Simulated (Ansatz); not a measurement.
C₂H₁₂ClNSi₄

| atom | x (Å) | y (Å) | z (Å) |
| --- | --- | --- | --- |
| Si | -1.3843 | -0.4233 | -1.2852 |
| Cl | -1.7268 | -2.4490 | -0.6522 |
| Si | -0.9697 | 0.6018 | 0.7971 |
| Si | -3.4522 | 0.0490 | -2.3142 |
| Si | 0.4692 | -0.7370 | -2.7080 |
| H | -0.6810 | 2.0759 | 0.7304 |
| H | 0.2059 | -0.0938 | 1.4328 |
| H | -2.1766 | 0.3836 | 1.6721 |
| H | -4.5378 | -0.1420 | -1.2872 |
| H | -3.5705 | 1.4325 | -2.8913 |
| H | -3.6638 | -0.9556 | -3.4169 |
| H | 1.5743 | -1.3674 | -1.9009 |
| H | 0.9941 | 0.5175 | -3.3495 |
| H | 0.0663 | -1.7032 | -3.7915 |
| N | -0.9020 | 2.4288 | -2.1765 |
| C | -0.7157 | 3.5309 | -2.5213 |
| C | -0.4838 | 4.9025 | -2.9503 |
| H | 0.5568 | 5.2070 | -2.7214 |
| H | -1.1766 | 5.5918 | -2.4279 |
| H | -0.6476 | 4.9975 | -4.0421 |

At this geometry the atoms fall into two loosely joined parts.

Computed with DFT PBE, Gaussian basis def2-SVP (Ansatz 0.2.0).

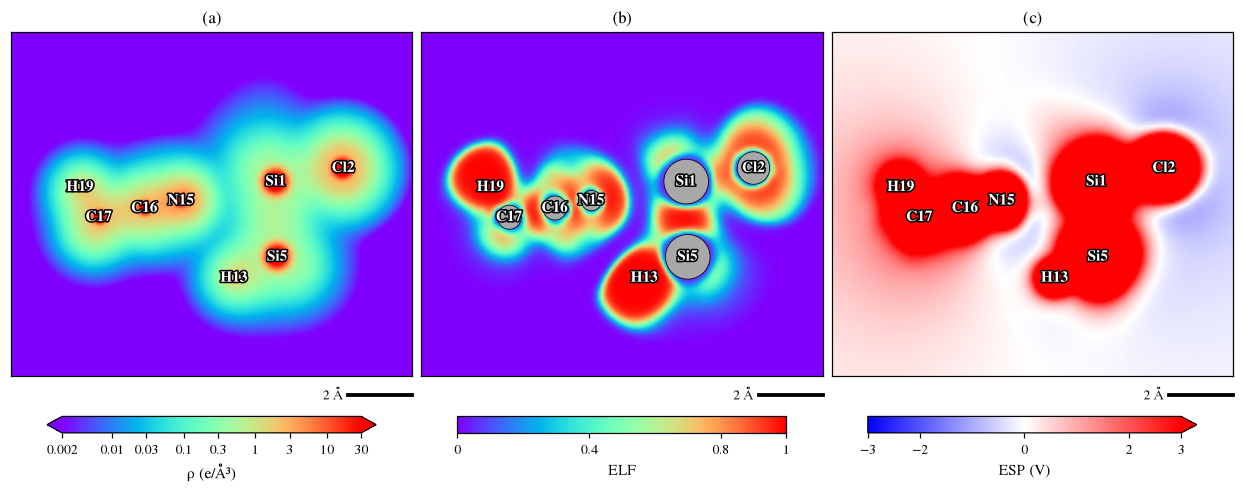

Figure 1. (a) total electron density; (b) electron localisation function; (c) electrostatic potential on the plane of atoms Si1, Si5 and H13. Grey discs cover the atomic cores in the ELF map.

What do the fields say about this system?

Atoms in the plane: Si, Cl, H, N and C. C–N (1.17 Å): ρ is about 3.3 e/Å³ halfway; the ELF peaks at about 0.85 between the atoms: a short, multiple covalent bond. C–C (1.46 Å): ρ at the midpoint is about 1.8 e/Å³; the ELF peaks at about 0.95 between the atoms, as expected for localised, covalent bonding. Si–Cl (2.15 Å): ρ is about 0.71 e/Å³ halfway; the ELF peaks at about 0.85 between the atoms (a shared but strongly polarised pair). Si–Si (2.36 Å): the density is about 0.61 e/Å³ at the midpoint; the ELF peaks at about 1 between the atoms: localised, covalent bonding. C–H (1.11 Å): ρ is about 1.9 e/Å³ halfway; the ELF climbs to about 1 towards the hydrogen, as it does in any bond to H; an ordinary covalent bond to hydrogen. The ELF also peaks beside Cl2, away from the bonds: lone-pair regions. Outside the dense part of the molecule the potential is most negative (−0.9 V) near Cl2.

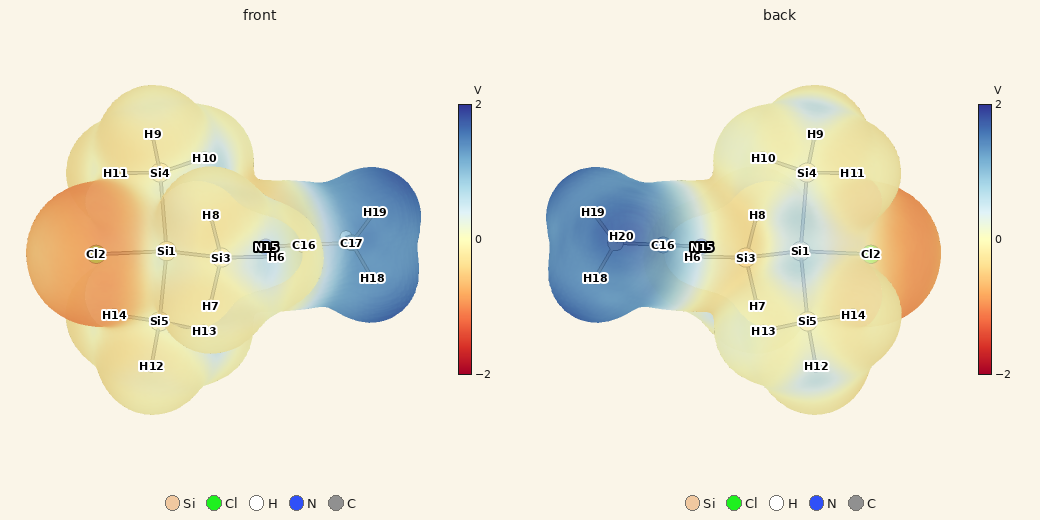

Figure 2. The molecular electrostatic potential painted on the density surface at 0.002 e/bohr³, seen from the front and from behind; red is negative and blue positive.

Which sites attract a positive test charge, and which a negative one?

A positive charge is drawn to the negative regions and a negative charge to the positive ones. The most negative region (about −0.9 V) lies over Cl2, the most positive (about +1.7 V) over H18, H19 and H20.

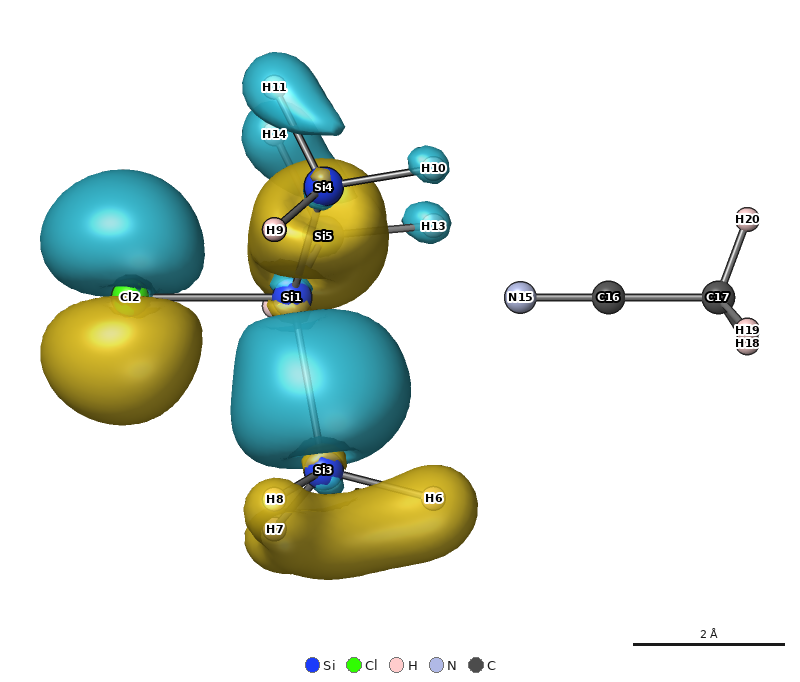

Figure 3. The HOMO at ±0.08 Å⁻³ᐟ² (yellow and cyan are the two phases), seen from one side.

What is the character of this orbital?

It lies mainly on Cl2 (about 35 %), Si1 (about 20 %), Si3 (about 20 %), Si4 (about 5 %) and Si5 (about 5 %). It is one of a degenerate set, so its orientation is arbitrary. Its energy is −6.18 eV.
